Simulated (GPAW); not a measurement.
# Surface energy and work function of Zn(0001) from slabs of 3 to 12 layers (PBE)

How do energy and work function of Zn(0001) films settle with thickness, and what surface energy follows?

**Method.** GPAW 26.7.0, plane waves at 450 eV with PAW setups; symmetric 1×1 slabs cut at the tabulated lattice constant (two decimals; low-temperature values for the alkali metals), atoms at bulk places, 7.5 Å of vacuum on each side, one in-plane mesh for all thicknesses, Fermi-Dirac smearing of 0.1 eV. Energies are extrapolated to zero smearing and count from the program's reference atoms. Functional PBE. The cell's area is 6.128 Å².

What came out, but for one run:

```tsv
layers	energy (eV)	work function (eV)
3	−3.2693	4.21
4	−4.4861	4.06
5	−5.6277	4.01
6	−6.8063	4.11
7	−7.9913	4.15
8	−9.1650	4.11
9	−10.3428	4.06
10	−11.5210	4.08
11	−12.7071	4.10
12	?	?
```

To predict: What surface energy do these runs give, and what energy and work function should the 12-layer slab have?

Worked answer. A slab of n layers has E(n) = nε + 2Aγ once its middle is bulk-like. A line through n = 6 to 11 has the slope ε = −1.1792 eV a layer and the intercept 2Aγ = 0.2673 eV (r.m.s. residual 3.0 meV). So γ = 0.2673 / (2 × 6.128 Å²) = 0.0218 eV/Å² = 0.35 J/m², with a standard error of about 0.01 J/m² from the scatter about the line. For 12 layers: 0.2673 + 12 × (−1.1792) = −13.883 eV; the run gives −13.889 eV, 6.7 meV under the line. The work function has no such law: from 6 to 11 layers it moves between 4.06 and 4.15 eV (mean 4.10), and the 12-layer slab gives 4.10 eV. The thinnest slab, 3 layers, lies +0.11 eV from that mean. The values go up and down with thickness, as expected where levels confined across the film cross the Fermi level one by one.

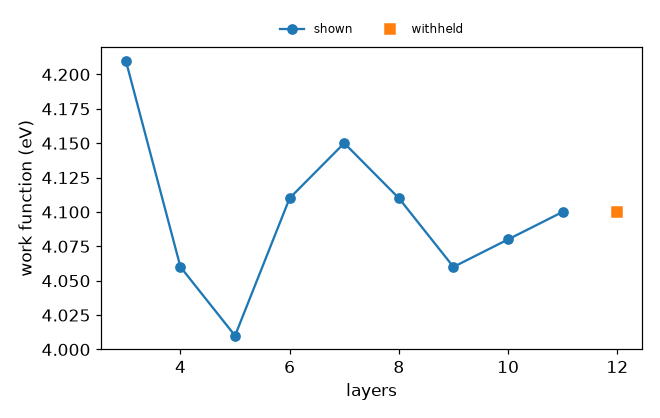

Work function against thickness.

**Limits.** The surfaces are unrelaxed, so γ is an upper bound for this functional and lattice constant. The tabulated lattice constant isn't the functional's own, which strains the slab a little.

[Logs are printed without paths, hosts, clocks, repeated set-up lines and the standing remarks that a program may print on its own settings, such as how far it seeks lower states.]
